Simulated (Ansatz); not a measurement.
**F2H5NO2Zr: density, localisation and related maps**

The calculation's input:

```
crystal:
  periodic: [false, false, false]
  atoms:
    - { symbol: Zr, position_ang: [-0.03128, -0.241412, 0.09228] }
    - { symbol: F, position_ang: [0.011078, -0.060246, 2.042196] }
    - { symbol: O, position_ang: [1.721587, -0.587091, -0.601143] }
    - { symbol: H, position_ang: [2.54355, -0.843074, -0.979263] }
    - { symbol: F, position_ang: [-0.770863, 1.344254, -0.704594] }
    - { symbol: O, position_ang: [-1.201403, -1.694119, -0.317529] }
    - { symbol: H, position_ang: [-1.765205, -2.416676, -0.527437] }
    - { symbol: "N", position_ang: [1.488012, 2.493179, 1.446298] }
    - { symbol: H, position_ang: [2.273067, 2.093089, 0.966618] }
    - { symbol: H, position_ang: [0.825644, 2.863213, 0.789354] }
    - { symbol: H, position_ang: [1.046212, 1.796882, 2.057419] }
basis:
  gaussian: { orbitals: def2-SVP }
hamiltonian:
  xc: hf
relax:
  f_tol: 0.03
  max_steps: 50
output:
  orbitals: {}
```

Command:

```sh
ansatz run input.yaml --threads 2 --pin off --max-ram 3072MiB --backend cpu --events-out ev --progress --plain --runs-dir out
```

The fields are those of the run's last geometry, not of the input's.

Core potentials replace the inner electrons of Zr.

Theory: RHF/def2-SVP in Ansatz.

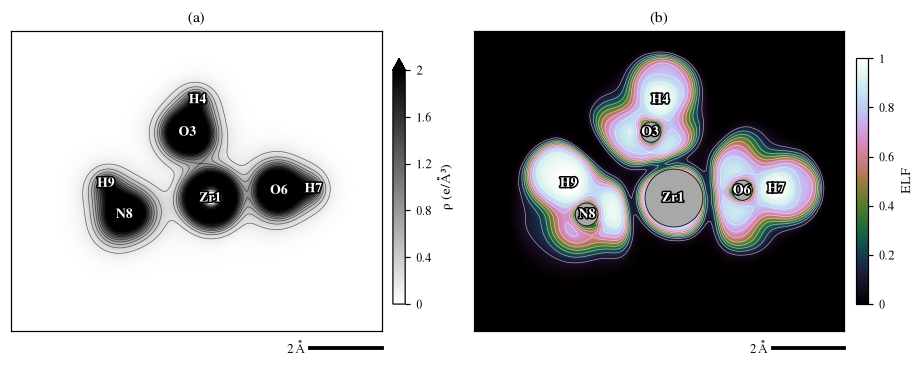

Figure 1. (a) electron density; (b) electron localisation function on the plane of atoms Zr1, O3 and H4. Grey discs cover the atomic cores in the ELF map.

**Describe what can be read from this map.**

Atoms in the plane: Zr, O, H and N. Zr–O (1.93 Å): the density is about 0.84 e/Å³ at the midpoint; the ELF peaks at about 0.80 in the valence shell of O, 0.6 Å from its nucleus, and drops to about 0.15 between the two atoms. Zr–N (2.49 Å): ρ is about 0.29 e/Å³ halfway; the ELF peaks at about 0.95 in the valence shell of N, 0.7 Å from its nucleus, and is about 0.15 at the midpoint. O–H (0.94 Å): ρ is about 3.8 e/Å³ halfway; the ELF climbs to about 1 towards the hydrogen, as it does in any bond to H: an ordinary covalent bond to hydrogen. N–H (1.01 Å): the density is about 2.9 e/Å³ at the midpoint; the ELF climbs to about 1 towards the hydrogen (an ordinary covalent bond to hydrogen).

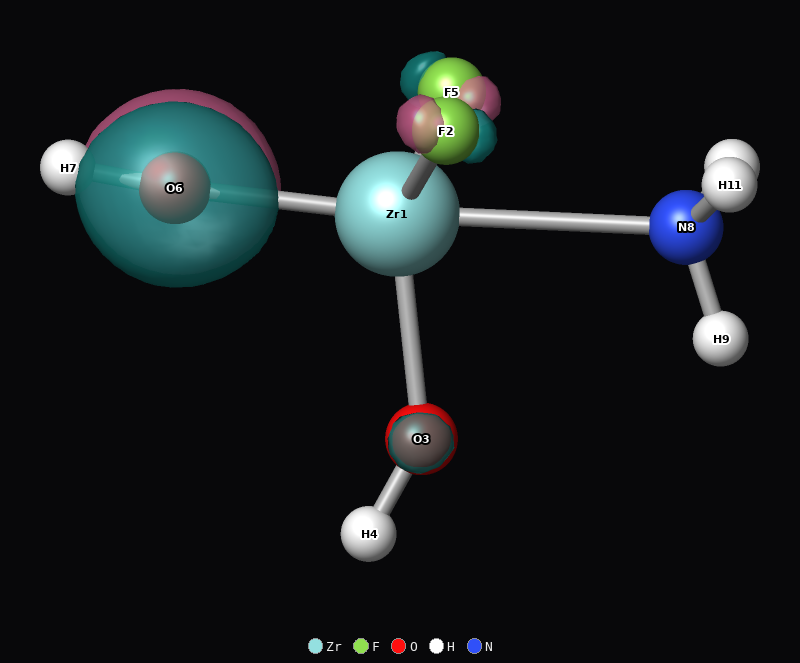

Figure 2. The HOMO−1 at ±0.2 Å⁻³ᐟ² (teal and pink are the two phases), seen across its widest extent.

**What is the character of this orbital?**

It lies mainly on O6 (about 75 %); largely a lone pair of O6. Its energy is −13.24 eV.
